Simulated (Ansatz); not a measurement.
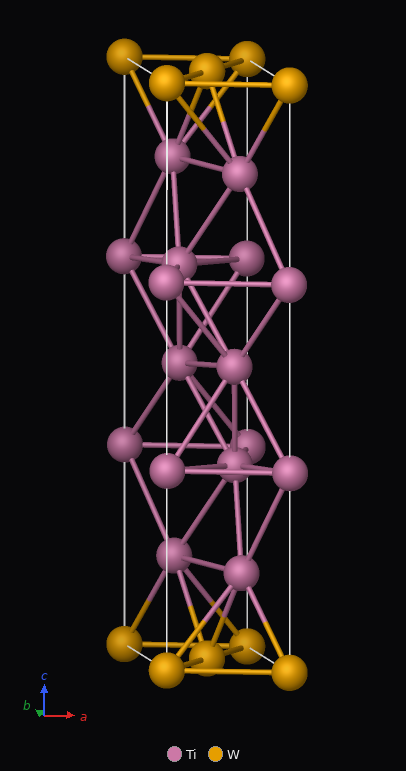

Crystal structure, ball-and-stick style, seen slightly off an axis. Thin lines show the conventional unit cell, with boundary atoms drawn in all their periodic places.

Ti₅W, space group P-1 (No. 2), a = 2.832 Å, b = 5.413 Å, c = 13.632 Å, α = 90.06°, β = 90.79°, γ = 102.93°. The cell started as a structure type filled with these elements by a generator (whether the compound takes this form wasn't checked). Earlier steps of the study, as a rule a relaxation of our own, may have changed the cell and positions, so they can lie some per cent off the listed ones. Ansatz was used for an electronic-structure calculation on it.

This one geometry was computed with Ansatz (DFT, plane waves, PAW) at three levels of theory: PBEsol, PBE and r2SCAN.

Q: Which level gives the highest pressure at this volume, and what does that say about its equilibrium volume?

A: Highest: PBE (0.0 GPa), which points to the largest equilibrium volume. Lowest, with the smallest volume: PBEsol (-5.1 GPa). Levels within 0.5 GPa of each other can't be told apart.

Q: How does the band gap change with the level of theory?

A: All levels give a metal.

Q: Collect the results in a table.

A:
| level | cutoff (eV) | k-mesh of the run's cell | gap (eV) | pressure (GPa) |
| --- | --- | --- | --- | --- |
| PBEsol | 420 | 14×8×4 | metal | -5.1 |
| PBE | 420 | 14×8×4 | metal | 0.0 |
| r2SCAN | 500 | 14×8×4 | metal | -1.2 |

Gaps are taken on the k-mesh or band path of each run.
